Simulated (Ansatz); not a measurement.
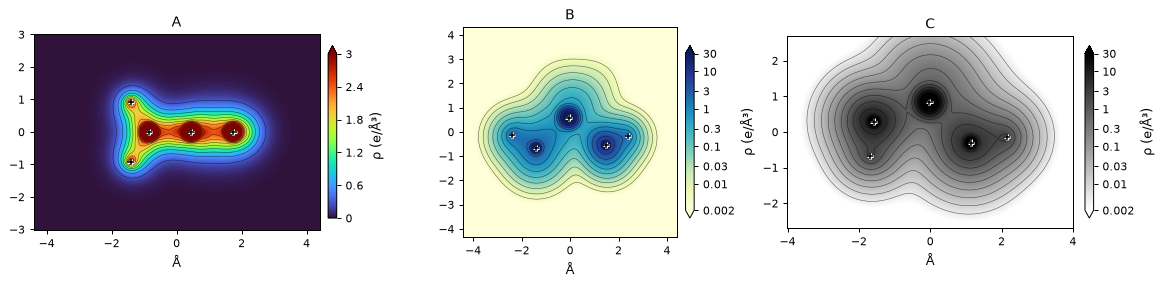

The total electron density of 3 systems, each on a plane through atoms (crosses mark nuclei in the plane).

Theory: isolated molecule in a Gaussian basis; Kohn-Sham density functional theory, functional PBE0 (Ansatz).

System 1: H2NOSi (SMILES N=[Si]O) (doublet), the molecular plane. Geometry: r2SCAN-D4/def2-SVP.

```xyz
5

N    -0.9862   -0.1645    0.3634
O     1.5870   -1.0890   -0.2033
Si    0.6131   -0.0296    0.6236
H    -1.7269    0.3964    0.7810
H     1.1158   -1.7090   -0.7808
```

System 2: C2H9OSi (SMILES C[SiH](C)[OH2+]) (charge +1), the plane of atoms C1, Si4 and O3. Geometry: PBE-D3(BJ)/def2-SVP.

```xyz
13

C    -0.1650    1.7149    0.5787
C     1.4343    0.0586   -1.6352
O    -0.9954   -0.8976   -0.3705
Si   -0.1663    0.7179   -0.9806
H     0.2923    2.7027    0.3523
H     0.4423    1.2396    1.3748
H    -1.1867    1.9177    0.9590
H    -1.1498    1.1538   -2.0172
H     2.0429   -0.4181   -0.8409
H     2.0182    0.9153   -2.0368
H     1.2941   -0.6516   -2.4752
H    -1.8177   -0.8695    0.1673
H    -1.0194   -1.6979   -0.9408
```

System 3: C3H4 (SMILES C=C=C), the plane of atoms C2, C3 and H6. Geometry: r2SCAN-D4/def2-TZVP.

```json
{"atom": "C", "x (Å)": "-0.0328", "y (Å)": "2.7923", "z (Å)": "1.1839"}
{"atom": "C", "x (Å)": "0.4233", "y (Å)": "1.5771", "z (Å)": "1.2708"}
{"atom": "C", "x (Å)": "0.8794", "y (Å)": "0.3620", "z (Å)": "1.3578"}
{"atom": "H", "x (Å)": "-0.4481", "y (Å)": "3.1725", "z (Å)": "0.2560"}
{"atom": "H", "x (Å)": "-0.0122", "y (Å)": "3.4633", "z (Å)": "2.0367"}
{"atom": "H", "x (Å)": "0.2352", "y (Å)": "-0.4612", "z (Å)": "1.6500"}
{"atom": "H", "x (Å)": "1.9181", "y (Å)": "0.1339", "z (Å)": "1.1409"}
```

> Which map belongs to which system?

Panel A is system 3, C3H4: the plane holds C and H. C–C (1.30 Å): ρ at the midpoint is about 2.4 e/Å³. Panel B is system 2, C2H9OSi: the plane holds C, O, Si and H. C–Si (1.85 Å): ρ at the midpoint is about 1 e/Å³. Panel C is system 1, H2NOSi: the plane holds N, O, Si and H. Si–N (1.63 Å): the density is about 1.2 e/Å³ at the midpoint.
